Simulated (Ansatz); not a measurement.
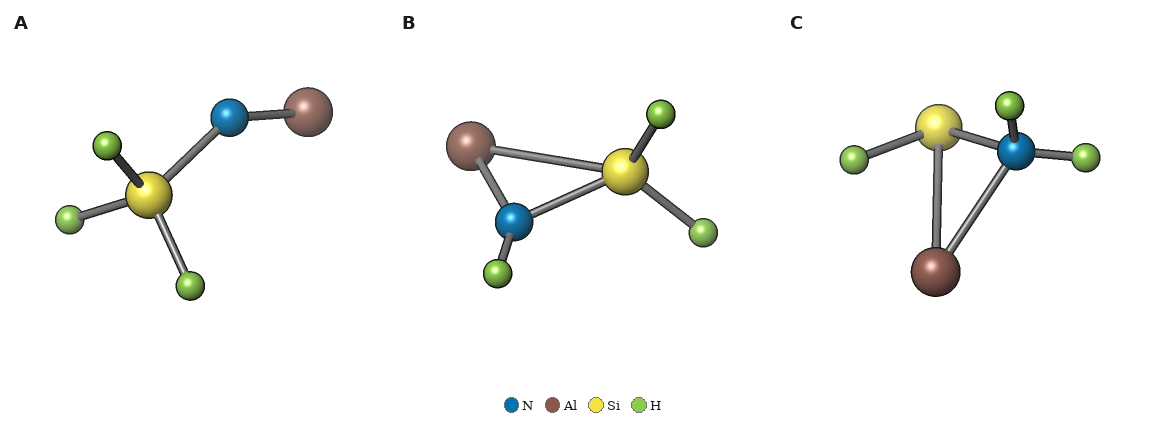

3 stationary structures of one formula. The species is neutral and a spin doublet. Geometries: PBE0-D4/def2-TZVP. Electronic energies: UHF-CCSD(T) (frozen core)/def2-TZVPP (Ansatz 0.2.0), without zero-point energy. No frequency run is at hand to confirm each as a minimum.

Question: Which structure is the most stable?

Answer: B is lowest (Cs); C lies 8.3 kcal/mol above it (C1), A lies 14.2 kcal/mol above it (Cs).

The determinant isn't a pure spin state (⟨S²⟩ up to 0.97).
